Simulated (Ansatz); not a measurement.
Abstraction of F: CH2F2 + GeHF2 → CH2F + GeHF3

Species: CH2F2 (difluoromethane) `FCF`, singlet; GeHF2 `[F][GeH][F]`, doublet; CH2F `[CH2]F`, doublet; GeHF3 `[F][GeH]([F])[F]`, singlet. A radical takes F: the energy is the difference in strength between the C–F bond broken and the Ge–F bond made.

Shapes, held fixed at every level: PBE0-D4/def2-TZVP. Programs: Ansatz 0.2.0. The zero-point and thermal change to 298 K, harmonic and unscaled (PBE0-D4/def2-TZVP), is -8.4 kJ/mol.

```tsv
level	kind	ΔH(298 K) (kJ/mol)	less CCSD(T)/def2-TZVPP
HF/def2-SVP	Hartree–Fock	-60.8	-1.8
PBE-D4/def2-TZVPP	GGA	-28.3	+30.7
B3LYP-D4/def2-TZVPP	global hybrid	-41.0	+18.0
wB97M-V/def2-TZVPP	range-separated hybrid	-40.4	+18.6
MP2/def2-SVP	perturbation theory	-54.2	+4.8
MP2/def2-TZVPP	perturbation theory	-59.1	-0.1
CCSD/def2-TZVPP	coupled cluster or CI	-61.8	-2.8
CCSD(T)/def2-TZVPP	coupled cluster or CI	-59.0	0.0
```

The highest level, CCSD(T)/def2-TZVPP, gives ΔH(298 K) = -59.0 kJ/mol; the levels span -61.8 to -28.3. The column of differences is taken from that level and isn't an error. No measured value is set beside it here. Open shells run unrestricted unless RO is named. Relativity is left out for Ge unless named. Correlated rows may include outer-core shells of Ge, which these sets cover unevenly.

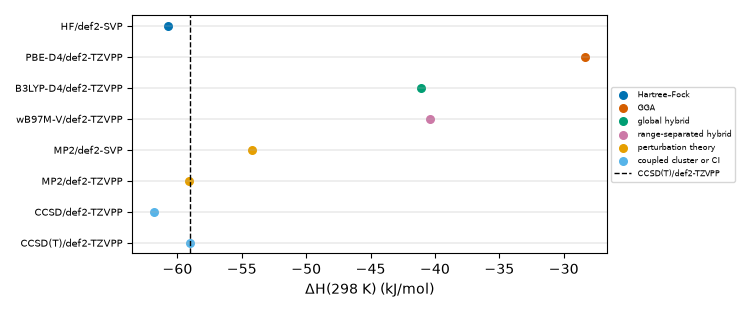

The values of the table, level by level.
